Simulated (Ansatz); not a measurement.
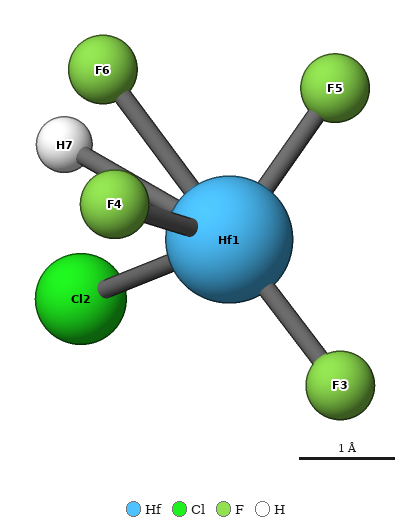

*The starting structure (ball-and-stick view, seen at a tilt; atoms are numbered from 1 in the order of the input). Sticks mark near contacts.*

Bond lengths as drawn: Cl–Hf 2.87 Å, F–Hf 1.98 to 2.28 Å and H–Hf 2.49 Å.

## HfHClF4: geometry relaxation

The run: geometry relaxation of HfHClF4. Method and program: RKS PBE0-D4/def2-SVP (Ansatz 0.2.0).

The input holds or restrains some coordinates. Forces given for the steps count only the free coordinates. It belongs to a series of runs on one base structure; here: pulled along the bonds that form and break, towards end B. Figures and captions count atoms from 1; the log counts them from 0 in places.

**Output**
```
The last accepted step is kept in [file] (removed where the run ends without a failure and the disk answers)
Engine: ansatz 0.2.0, aarch64-unknown-linux-gnu
Functional definition: PBE0
  parameter a = 0.25
  parameter kappa = 0.804
  parameter beta = 0.06672455060314922
  exchange = (1 - a)*pbe_x(kappa = kappa, mu = beta*pi^2/3) + a*exact_x
  correlation = pbe_c(beta = beta)
1118 factors; integrals over basis functions are off by at most 3.9e-4 eV
mean field evaluation 1: about -24684.5674 eV, gradient 6.8e1 eV
mean field evaluation 2: about -24615.1981 eV, gradient 2.2e2 eV
mean field evaluation 4: about -24692.7494 eV, gradient 1.3e1 eV
mean field evaluation 8: about -24693.0873 eV, gradient 4.4e-1 eV
mean field evaluation 16: about -24693.0878 eV, gradient 2.9e-5 eV
mean field -24693.08778529 eV, -907.4542385332 hartree, gradient 3.1e-5 eV, S^2 0.000000; 0 other end points of the search recorded, 0 dependent functions left out
the calculation of the forces begins
reference -24693.08784252 eV, -907.4542406367 hartree; 33, 33 occupied and 78, 78 virtual orbitals, 1118 factors
relax step   1: F+E_penalty+E_count = -24693.20330137 eV  Δ(F+E_penalty+E_count) = +0.000e0 eV  max|allowed force component| = 3.841e0 eV/Å  E_restraint = 24.44475873 eV  max|allowed force component, restraints' pulls added| = 2.604e1 eV/Å  Δτ_max = 0.0000 Å  (31 SCF iters, accepted)
  distance Hf 0 - F 5 = 2.2800 Å
  distance H 6 - Cl 1 = 1.8371 Å
  distance Hf 0 - Cl 1 = 2.8700 Å
  distance H 6 - F 5 = 1.3461 Å
these checks for a lower state are left out or cut short: starts, cluster_reference, orbital_swaps, neighbouring_geometries, increment
1118 factors; integrals over basis functions are off by at most 4.0e-4 eV
mean field -24692.76422697 eV, -907.4423479845 hartree, gradient 1.9e-5 eV, S^2 0.000000; 0 other end points of the search recorded, 0 dependent functions left out
[... from here on the field's lines of each further geometry are left out, up to the last ...]
relax step   2: F+E_penalty+E_count = -24692.87700767 eV  Δ(F+E_penalty+E_count) = +3.263e-1 eV  max|allowed force component| = 2.907e0 eV/Å  E_restraint = 10.36787440 eV  max|allowed force component, restraints' pulls added| = 1.881e1 eV/Å  Δτ_max = 0.1949 Å  (37 SCF iters, accepted)
relax step   3: F+E_penalty+E_count = -24692.96595879 eV  Δ(F+E_penalty+E_count) = -8.895e-2 eV  max|allowed force component| = 2.436e0 eV/Å  E_restraint = 3.02412517 eV  max|allowed force component, restraints' pulls added| = 9.176e0 eV/Å  Δτ_max = 0.1949 Å  (37 SCF iters, accepted)
relax step   4: F+E_penalty+E_count = -24693.58535210 eV  Δ(F+E_penalty+E_count) = -6.194e-1 eV  max|allowed force component| = 1.280e0 eV/Å  E_restraint = 0.20603848 eV  max|allowed force component, restraints' pulls added| = 2.796e0 eV/Å  Δτ_max = 0.1978 Å  (36 SCF iters, accepted)
relax step   5: F+E_penalty+E_count = -24694.27879104 eV  Δ(F+E_penalty+E_count) = -6.934e-1 eV  max|allowed force component| = 1.367e0 eV/Å  E_restraint = 0.03738010 eV  max|allowed force component, restraints' pulls added| = 1.103e0 eV/Å  Δτ_max = 0.1948 Å  (35 SCF iters, accepted)
relax step   6: F+E_penalty+E_count = -24694.76716777 eV  Δ(F+E_penalty+E_count) = -4.884e-1 eV  max|allowed force component| = 1.257e0 eV/Å  E_restraint = 0.01484207 eV  max|allowed force component, restraints' pulls added| = 7.402e-1 eV/Å  Δτ_max = 0.1950 Å  (35 SCF iters, accepted)
relax step   7: F+E_penalty+E_count = -24695.11387296 eV  Δ(F+E_penalty+E_count) = -3.467e-1 eV  max|allowed force component| = 1.382e0 eV/Å  E_restraint = 0.01384855 eV  max|allowed force component, restraints' pulls added| = 7.789e-1 eV/Å  Δτ_max = 0.1949 Å  (35 SCF iters, accepted)
relax step   8: F+E_penalty+E_count = -24695.29739792 eV  Δ(F+E_penalty+E_count) = -1.835e-1 eV  max|allowed force component| = 1.204e0 eV/Å  E_restraint = 0.02753428 eV  max|allowed force component, restraints' pulls added| = 3.692e-1 eV/Å  Δτ_max = 0.1949 Å  (35 SCF iters, accepted)
the calculation of the forces begins
reference -24695.22852019 eV, -907.5329090900 hartree; 33, 33 occupied and 78, 78 virtual orbitals, 1119 factors
relax step   9: F+E_penalty+E_count = -24695.33919152 eV  Δ(F+E_penalty+E_count) = -4.179e-2 eV  max|allowed force component| = 1.195e0 eV/Å  E_restraint = 0.02946874 eV  max|allowed force component, restraints' pulls added| = 1.414e-1 eV/Å  Δτ_max = 0.2000 Å  (30 SCF iters, accepted)
  distance Hf 0 - F 5 = 1.9547 Å
  distance H 6 - Cl 1 = 1.3337 Å
  distance Hf 0 - Cl 1 = 3.7178 Å
  distance H 6 - F 5 = 2.1192 Å
1119 factors; integrals over basis functions are off by at most 1.1e-3 eV
mean field evaluation 96: about -24695.1599 eV, gradient 2.6e0 eV
```

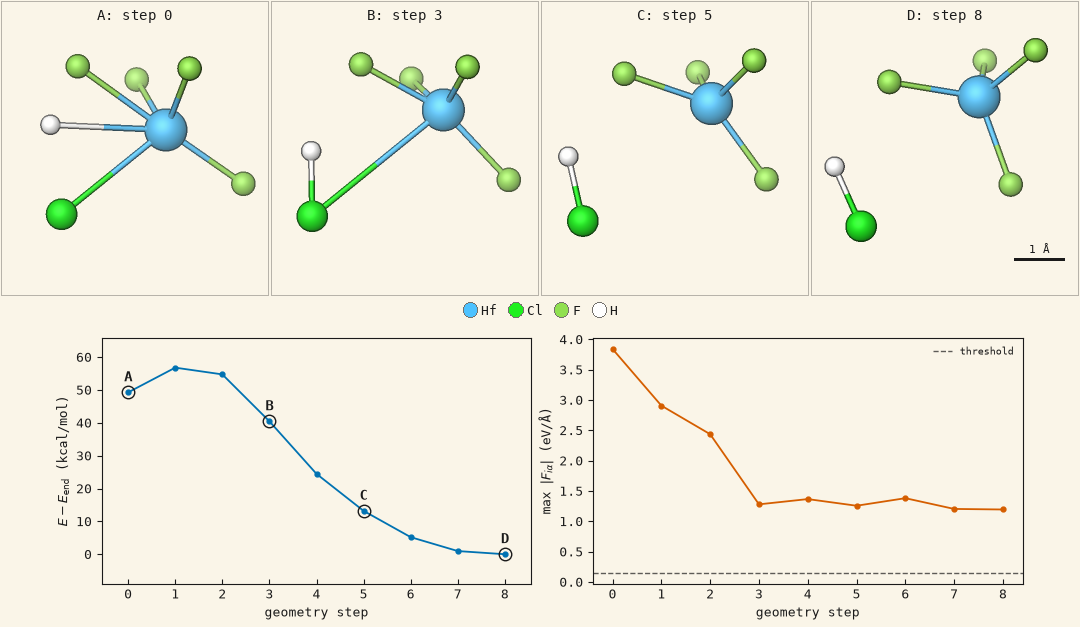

*Frames of the restrained relaxation (ball-and-stick view, seen at a tilt) above the curves, on which the letters mark them (the first geometry is step 0 here and step 1 in the log).*

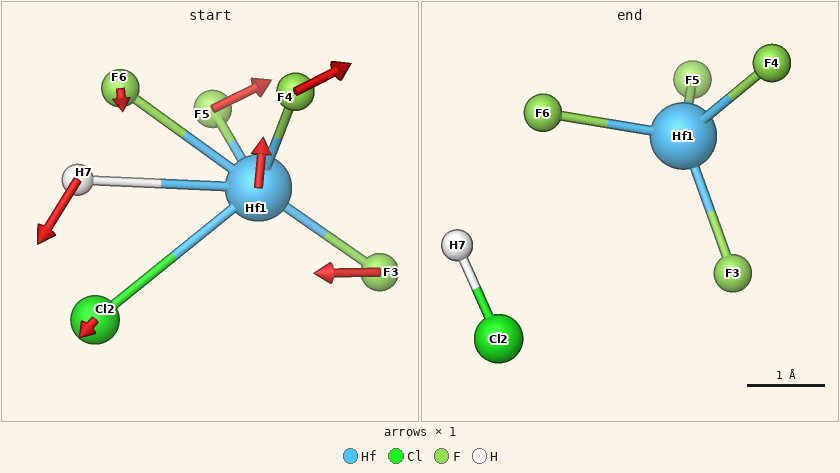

*Before (left) and after (right) the restrained relaxation, at one scale (ball-and-stick view, seen at a tilt). The red arrows give the displacements, at true length.*

The largest move after the best rigid fit is that of H7, 1.03 Å. By element the largest moves are H 1.03 Å, F 0.92 Å, Hf 0.68 Å, Cl 0.34 Å. Among the contacts that change: Hf1–H7 2.495 → 3.465 Å, Hf1–Cl2 2.870 → 3.718 Å, Cl2–H7 1.837 → 1.334 Å, Hf1–F6 2.280 → 1.955 Å. New bonds form: Cl2–H7 (1.84 → 1.33 Å). Bonds break: Hf1–Cl2 (2.87 → 3.72 Å). Among the angles that change: F3–Hf1–F6 178.9° → 118.5°, F4–Hf1–F6 70.0° → 107.0°, F3–Hf1–F4 109.5° → 107.2°. The energy falls by 49.3 kcal/mol in 8 geometry steps. The largest force component goes from 3.8 to 1.2 eV/Å. (Atoms are counted from 1 in the order of the input.)

```
mean field -24695.22846470 eV, -907.5329070506 hartree, gradient 2.2e-5 eV, S^2 0.000000; 1 other end points of the search recorded, 0 dependent functions left out
the calculation of the forces begins
reference -24695.22852019 eV, -907.5329090900 hartree; 33, 33 occupied and 78, 78 virtual orbitals, 1119 factors
Total energy: -24695.33924701 eV, -907.5369782256 hartree
Atom 0 at    -0.481877     0.000000    -0.473675 Å, force    -0.485551     0.000000     0.728674 eV/Å
Atom 1 at     0.032954     0.000000     3.208300 Å, force    -1.185271     0.000000    -0.254594 eV/Å
Atom 2 at     1.329255    -0.000000     0.105038 Å, force    -0.031293    -0.000000    -0.039583 eV/Å
Atom 3 at    -0.731116     1.550272    -1.537972 Å, force    -0.008845     0.018951    -0.080798 eV/Å
Atom 4 at    -0.731116    -1.550272    -1.537972 Å, force    -0.008845    -0.018951    -0.080798 eV/Å
Atom 5 at    -1.894312     0.000000     0.877580 Å, force     0.524805     0.000000    -0.520327 eV/Å
Atom 6 at    -1.264887    -0.000000     2.901200 Å, force     1.195001     0.000000     0.247426 eV/Å
Dipole moment:    -0.214306    -0.000000     0.044802 e Å
```

**Trajectory as extended XYZ (Å, eV, eV/Å), 9 frames, from step=1 to step=9**
```
7
Properties=species:S:1:pos:R:3:forces:R:3 step=1 energy=-24693.20330
Hf    0.0000    0.0000    0.0000   -2.8476   0.0000  -0.3270
Cl    0.0000    0.0000    2.8700   -1.2312   0.0000  -2.7579
F     1.8671    0.0000   -0.6593   -1.8722   0.0000   0.7095
F    -0.9326    1.6157   -0.6593    2.0326  -1.5677   0.2826
F    -0.9326   -1.6157   -0.6593    2.0326   1.5677   0.2826
F    -2.1637    0.0000    0.7189    2.4481   0.0000   3.8409
H    -1.5793    0.0000    1.9315   -0.5625   0.0000  -2.0308
7
Properties=species:S:1:pos:R:3:forces:R:3 step=2 energy=-24692.87701
Hf   -0.0791    0.0000   -0.1663   -1.8828   0.0000   1.6695
Cl   -0.0945    0.0000    2.9998   -2.1564   0.0000  -2.9072
F     1.8432    0.0000   -0.6534   -1.5940   0.0000   0.4420
F    -0.9197    1.6167   -0.6677    1.1137   0.3119  -0.8535
F    -0.9197   -1.6167   -0.6677    1.1137  -0.3119  -0.8535
F    -2.1229    0.0000    0.6221    2.1549   0.0000   2.3228
H    -1.4483    0.0000    2.0758    1.2509   0.0000   0.1798
7
Properties=species:S:1:pos:R:3:forces:R:3 step=3 energy=-24692.96596
Hf   -0.1454    0.0000   -0.2720   -0.8779   0.0000   2.0526
Cl   -0.1618    0.0000    3.0950   -2.0386   0.0000  -2.4361
F     1.8192    0.0000   -0.6483   -1.6232   0.0000   0.4381
F    -0.9097    1.6359   -0.6904    0.5792   1.6229  -1.3719
F    -0.9097   -1.6359   -0.6904    0.5792  -1.6229  -1.3719
F    -2.0928    0.0000    0.5101    1.8019   0.0000   1.5241
H    -1.3410    0.0000    2.2385    1.5795   0.0000   1.1650
7
Properties=species:S:1:pos:R:3:forces:R:3 step=4 energy=-24693.58535
Hf   -0.2259    0.0000   -0.3828   -0.5047   0.0000   1.1775
Cl   -0.2160    0.0000    3.2297   -0.6526   0.0000  -1.1288
F     1.7445    0.0000   -0.6303   -1.2735   0.0000   0.4535
F    -0.8724    1.7180   -0.7838    0.5166   0.9084  -1.1660
F    -0.8724   -1.7180   -0.7838    0.5166  -0.9084  -1.1660
F    -2.0219    0.0000    0.4678    0.9987   0.0000   1.2801
H    -1.2770    0.0000    2.4256    0.3990   0.0000   0.5498
7
Properties=species:S:1:pos:R:3:forces:R:3 step=5 energy=-24694.27879
Hf   -0.2881    0.0000   -0.4079   -1.3666   0.0000   0.5077
Cl   -0.1890    0.0000    3.2886   -0.7783   0.0000  -0.9839
F     1.6374    0.0000   -0.5633   -0.2459   0.0000   0.4722
F    -0.8015    1.7560   -0.9611    0.3783  -0.3066  -0.6686
F    -0.8015   -1.7560   -0.9611    0.3783   0.3066  -0.6686
F    -1.9913    0.0000    0.5804    1.0205   0.0000   0.8105
H    -1.3073    0.0000    2.5670    0.6137   0.0000   0.5307
7
Properties=species:S:1:pos:R:3:forces:R:3 step=6 energy=-24694.76717
Hf   -0.3517    0.0000   -0.4317   -0.9010   0.0000   0.4791
Cl   -0.1279    0.0000    3.2791   -1.2570   0.0000  -0.9051
F     1.5751    0.0000   -0.4272   -0.3848   0.0000   0.4688
F    -0.7629    1.7224   -1.1493    0.1419  -0.4584  -0.4207
F    -0.7629   -1.7224   -1.1493    0.1419   0.4584  -0.4207
F    -1.9593    0.0000    0.7038    1.0659   0.0000   0.2489
H    -1.3515    0.0000    2.7171    1.1930   0.0000   0.5498
7
Properties=species:S:1:pos:R:3:forces:R:3 step=7 energy=-24695.11387
Hf   -0.3963    0.0000   -0.4500   -0.6052   0.0000   0.4066
Cl   -0.0761    0.0000    3.2571   -1.3655   0.0000  -0.6259
F     1.5163    0.0000   -0.2414   -0.4997   0.0000   0.2916
F    -0.7599    1.6561   -1.3295    0.0935  -0.4687  -0.1545
F    -0.7599   -1.6561   -1.3295    0.0935   0.4687  -0.1545
F    -1.9098    0.0000    0.7989    0.9017   0.0000  -0.1700
H    -1.3555    0.0000    2.8369    1.3816   0.0000   0.4069
7
Properties=species:S:1:pos:R:3:forces:R:3 step=8 energy=-24695.29740
Hf   -0.4387    0.0000   -0.4514   -0.4156   0.0000   0.2720
Cl   -0.0278    0.0000    3.2471   -1.1764   0.0000  -0.4036
F     1.4373    0.0000   -0.0632   -0.3692   0.0000   0.1148
F    -0.7525    1.5808   -1.4691    0.0568  -0.2999   0.0281
F    -0.7525   -1.5808   -1.4691    0.0568   0.2999   0.0281
F    -1.8913    0.0000    0.8564    0.6434   0.0000  -0.3320
H    -1.3156    0.0000    2.8918    1.2042   0.0000   0.2926
7
Properties=species:S:1:pos:R:3:forces:R:3 step=9 energy=-24695.33919
Hf   -0.4819    0.0000   -0.4737   -0.4856   0.0000   0.7287
Cl    0.0330    0.0000    3.2083   -1.1853   0.0000  -0.2546
F     1.3293    0.0000    0.1050   -0.0313   0.0000  -0.0396
F    -0.7311    1.5503   -1.5380   -0.0088   0.0190  -0.0808
F    -0.7311   -1.5503   -1.5380   -0.0088  -0.0190  -0.0808
F    -1.8943    0.0000    0.8776    0.5248   0.0000  -0.5203
H    -1.2649    0.0000    2.9012    1.1950   0.0000   0.2474
```

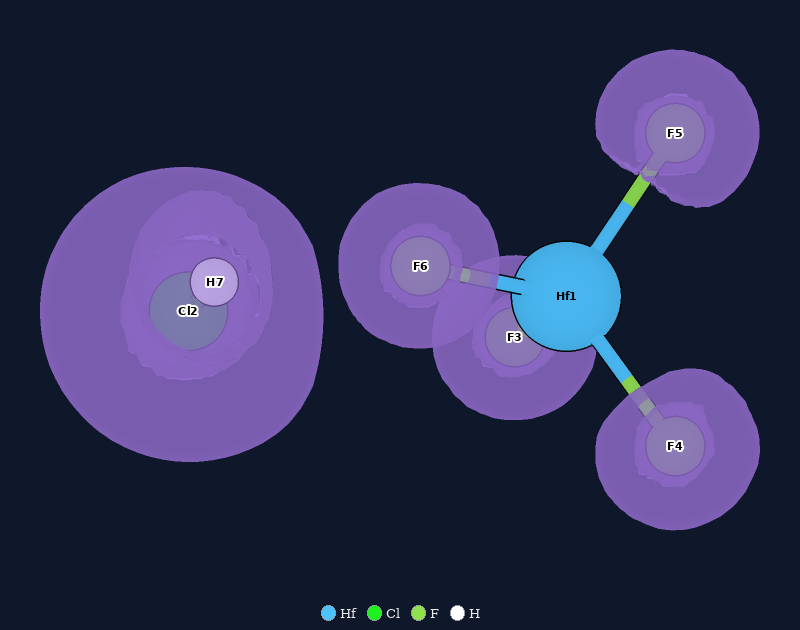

*Isosurface of the electron localisation function at 0.75 (purple), seen from the side. Core shells and regions of very low density are left out.*

Hf–F (1.90 Å): the ELF peaks at about 0.85 in the valence shell of F, 0.5 Å from its nucleus, and drops to about 0.20 between the two atoms.

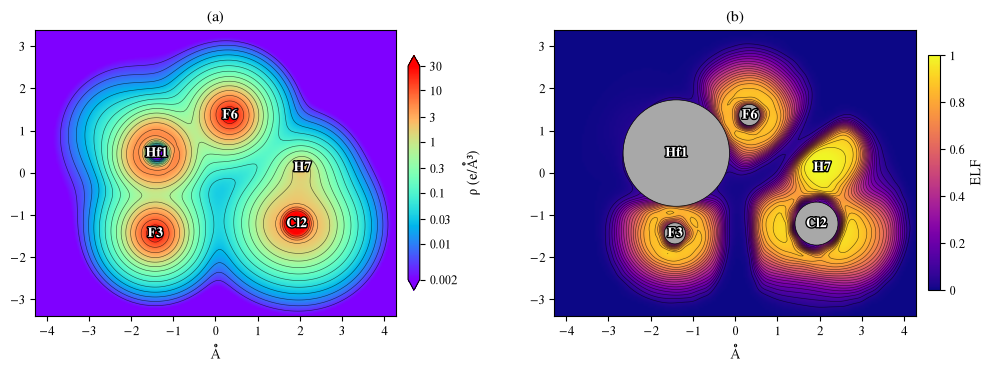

*(a) electron density; (b) electron localisation function on the plane of atoms F3, Hf1 and F6. Grey discs, where drawn, cover atomic cores.*

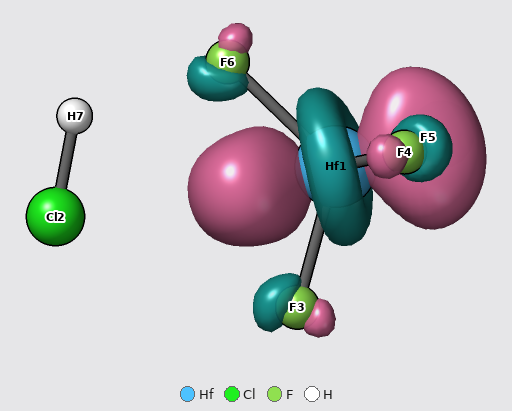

*One frontier orbital at ±0.15 Å⁻³ᐟ² (teal and pink are the two phases), seen face on.*

The LUMO, at −1.09 eV. It lies mainly on Hf1 (75 %).

The run was set up as follows.

**Input**
```yaml
crystal:
  periodic: [false, false, false]
  atoms:
    - { symbol: Hf, position_ang: [0.0, 0.0, 0.0] }
    - { symbol: Cl, position_ang: [0.0, 0.0, 2.87] }
    - { symbol: F, position_ang: [1.8671, 0.0, -0.6593] }
    - { symbol: F, position_ang: [-0.9326, 1.6157, -0.6593] }
    - { symbol: F, position_ang: [-0.9326, -1.6157, -0.6593] }
    - { symbol: F, position_ang: [-2.1637, 0.0, 0.7189] }
    - { symbol: H, position_ang: [-1.5793, 0.0, 1.9315] }
basis:
  gaussian: { orbitals: def2-SVP }
hamiltonian:
  xc: pbe0
  dispersion: d4
relax:
  f_tol: 0.15
  max_steps: 25
  restrain:
    - { distance: [0, 5], at: 1.98, k: 30.0 }
    - { distance: [6, 1], at: 1.37, k: 30.0 }
    - { distance: [0, 1], at: 3.72, k: 30.0 }
    - { distance: [6, 5], at: 2.12, k: 30.0 }
output:
  orbitals: {}
```

Run as:
```bash
ansatz run input.yaml --threads 2 --pin off --max-ram 3072MiB --backend cpu --events-out ev --progress --plain --runs-dir out
```

**Results in brief**

| quantity | value |
| --- | --- |
| outcome | converged under the restraints of the input |
| total energy | −24695.3392 eV |
| mean-field energy | −24695.2285 eV |
| largest force (length of the vector) at the end, held atoms and coordinates included | 1.220 eV/Å |
| hardware | 2 threads of Arm Neoverse V2, 24 GiB of memory available, shared host |
| wall time | 30 s (CPU time 58 s) |
| peak memory | 0.26 GiB |
